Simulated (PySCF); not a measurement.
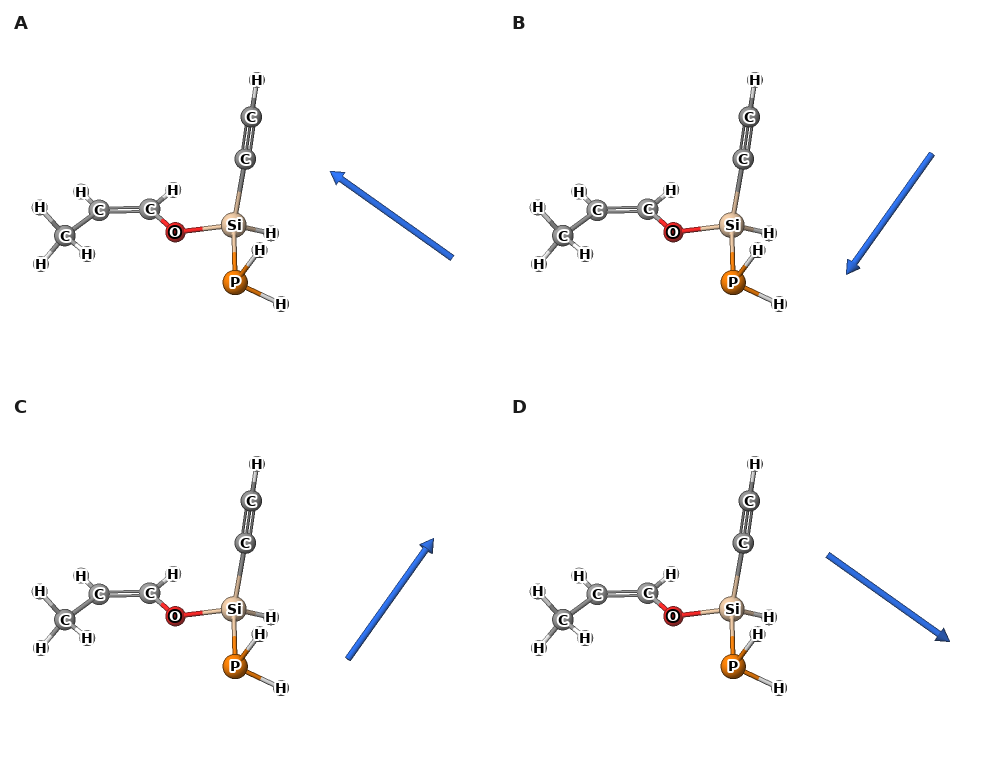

The same molecule four times, each with an arrow. Computed geometry: GFN2-xTB optimisation. No frequency run is at hand to confirm it as a minimum. Method: PBE0/pcSseg-1, gas phase (PySCF 2.14.0).

Which arrow points along the dipole moment, from the negative to the positive end?

C. The dipole moment is 1.56 D.

The geometry is semi-empirical. Around P, Si such bond lengths and angles can be off by a tenth of an ångström or more and by several degrees, and values that hang on the shape move with them.
